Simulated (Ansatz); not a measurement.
Input file:

```
crystal:
  periodic: [false, false, false]
  atoms:
    - {symbol: Ti, position_ang: [-0.578837, 0.579525, -0.565702]}
    - {symbol: Ti, position_ang: [0.578599, -0.579623, 0.565588]}
    - {symbol: H, position_ang: [1.606029, -1.607806, 1.569358]}
    - {symbol: H, position_ang: [-1.605801, 1.607914, -1.569243]}
basis:
  gaussian: {orbitals: def2-TZVP, initial_orbitals: start.molden}
magnetization: {spin_polarized: true, initial_magnetization: 4}
hamiltonian: {xc: pbe, dispersion: d4}
output: {orbitals: {seedname: orbitals}}
```

Run with:

```sh
ansatz run in.yaml --threads 4 --pin off --events-out ev --progress --plain --max-ram 3916MiB
```

Geometry: r2SCAN-D4/def2-TZVP.

Level of theory: UKS PBE-D4/def2-TZVP in Ansatz.

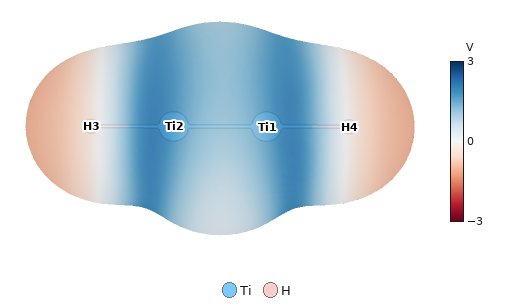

H2Ti2 (quintet). The electrostatic potential painted on the density surface at 0.002 e/bohr³, seen across its widest extent; the colour scale runs from red (negative) to blue (positive).

Which sites attract a positive test charge, and which a negative one?

A positive charge is drawn to the negative regions and a negative charge to the positive ones. The most negative region (about −1.0 V, or −23 kcal/mol for a unit charge) lies over H3 and H4, the most positive (about +2.1 V, or +48 kcal/mol for a unit charge) over Ti1 and Ti2.
